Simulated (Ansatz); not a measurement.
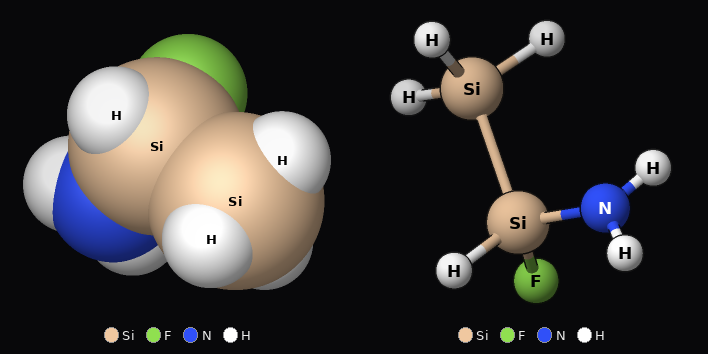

Both panels show the same species.

The geometry was computed by an optimisation with PBE0-D4/def2-TZVP.

Description:

Formula FH₆NSi₂. This geometry has C1 symmetry. Coordination, clear cases only: 2 Si tetrahedral.

The parts below concern this one geometry. Atoms keep their numbers from picture to picture.

Dipole moment

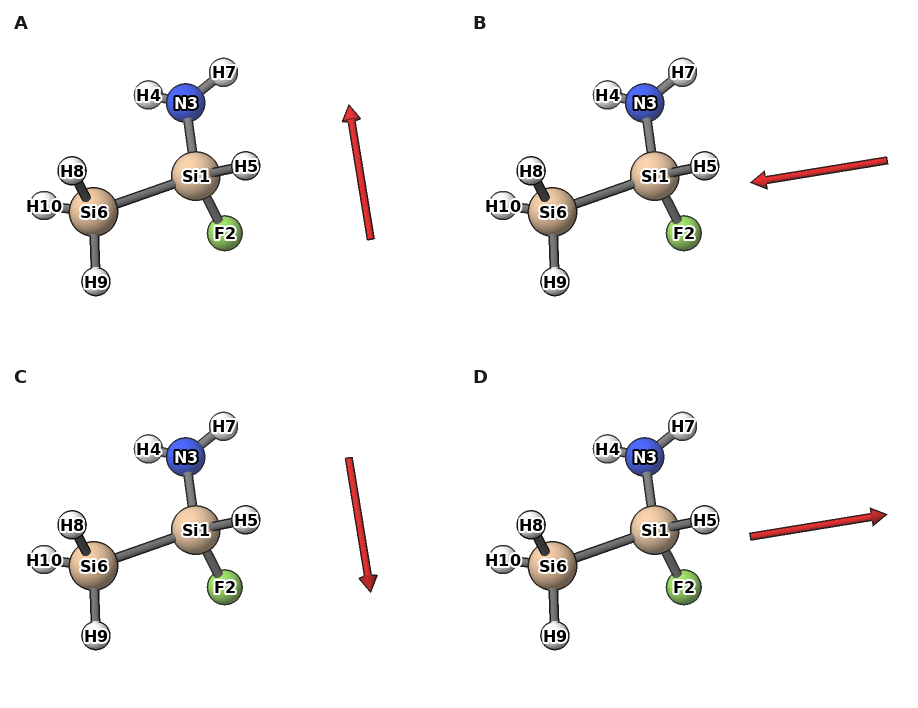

The same molecule four times, each with an arrow. Properties computed with RKS PBE0-D4/def2-TZVP (Ansatz 0.2.0).

Question: Which arrow points along the dipole moment, from the negative to the positive end?

Answer: A. The dipole moment is 1.93 D; it points from the side of H9 to the side of H4, H7 (the outermost atoms at the two ends).

Charges

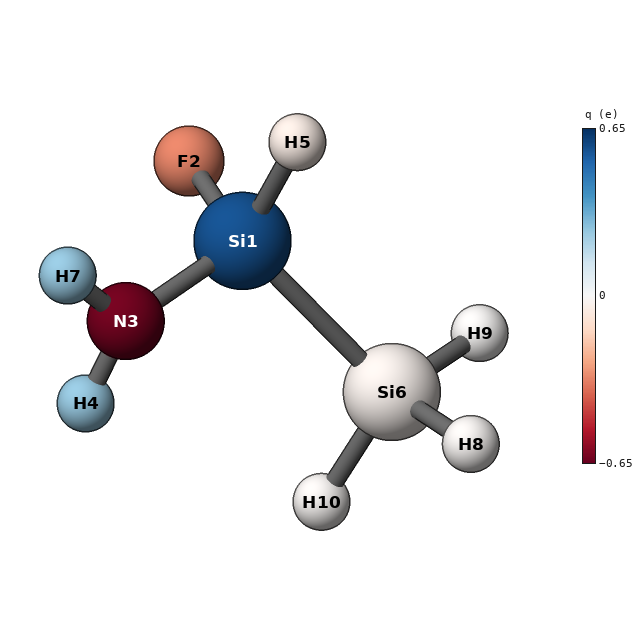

Atoms are coloured by their Mulliken charges. Method: RKS PBE0-D4/def2-TZVP (Ansatz 0.2.0).

Question: Which atom carries the highest charge (most positive or least negative)?

Answer: Si1 (0.56 e).

Question: And the lowest?

Answer: N3 (−0.62 e).

Give the Mulliken charges atom by atom.

| atom | value (e) |
| --- | --- |
| Si1 | 0.56 |
| F2 | −0.32 |
| N3 | −0.62 |
| H4 | 0.25 |
| H5 | −0.05 |
| Si6 | −0.03 |
| H7 | 0.25 |
| H8 | −0.01 |
| H9 | −0.01 |
| H10 | −0.02 |

Electronic properties

Level of theory: RKS PBE0-D4/def2-TZVPP (Ansatz 0.2.0).

Computed properties:

- HOMO energy (Kohn–Sham orbital): −8.03 eV
- LUMO energy (Kohn–Sham orbital): −0.10 eV
- HOMO–LUMO gap: 7.93 eV
- dispersion correction: −16.3 kJ/mol

Mulliken values depend strongly on the basis set and can even reverse the polarity of a bond.
